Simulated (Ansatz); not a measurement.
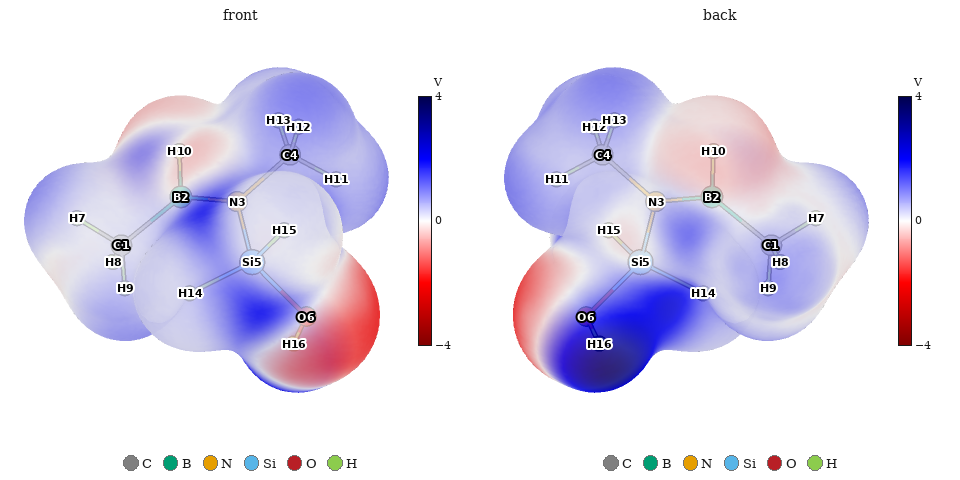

*C2H10BNOSi. The electrostatic potential painted on the density surface at 0.004 e/bohr³, seen from the front and from behind; the colour scale runs from red (negative) to blue (positive).*

All numbers below come from RKS PBE0-D4/def2-SVP in Ansatz.

The calculation's input:

```
crystal:
  periodic: [false, false, false]
  atoms:
    - { symbol: C, position_ang: [-1.9019, -0.7304, -1.2586] }
    - { symbol: B, position_ang: [-0.9962, -0.2518, -0.0854] }
    - { symbol: "N", position_ang: [0.4921, -0.3343, -0.2754] }
    - { symbol: C, position_ang: [1.1732, -1.2135, 0.7507] }
    - { symbol: Si, position_ang: [1.2093, 1.3156, -0.1051] }
    - { symbol: O, position_ang: [0.9326, 1.9348, 1.4991] }
    - { symbol: H, position_ang: [-1.7353, -1.7464, -1.5217] }
    - { symbol: H, position_ang: [-2.9699, -0.5456, -0.9668] }
    - { symbol: H, position_ang: [-1.7471, -0.0341, -2.1165] }
    - { symbol: H, position_ang: [-1.4567, 0.1273, 0.9601] }
    - { symbol: H, position_ang: [0.8731, -0.8684, 1.8094] }
    - { symbol: H, position_ang: [2.2197, -1.2842, 0.637] }
    - { symbol: H, position_ang: [0.646, -2.227, 0.6193] }
    - { symbol: H, position_ang: [0.5576, 2.2338, -1.0535] }
    - { symbol: H, position_ang: [2.6536, 1.264, -0.3379] }
    - { symbol: H, position_ang: [0.0272, 2.3376, 1.4896] }
basis:
  gaussian: { orbitals: def2-SVP }
hamiltonian:
  xc: pbe0
  dispersion: d4
relax:
  f_tol: 0.015
  max_steps: 40
output:
  orbitals: {}
```

Run with:

```sh
ansatz run input.yaml --threads 2 --pin off --max-ram 3072MiB --backend cpu --events-out ev --progress --plain --runs-dir out
```

The fields are those of the run's last geometry, not of the input's.

Where is the surface potential most negative and most positive?

The most negative region (about −1.6 V, or −37 kcal/mol for a unit charge) lies over O6, the most positive (about +3.3 V, or +76 kcal/mol for a unit charge) over H16. O6 is the likeliest acceptor of a hydrogen bond.
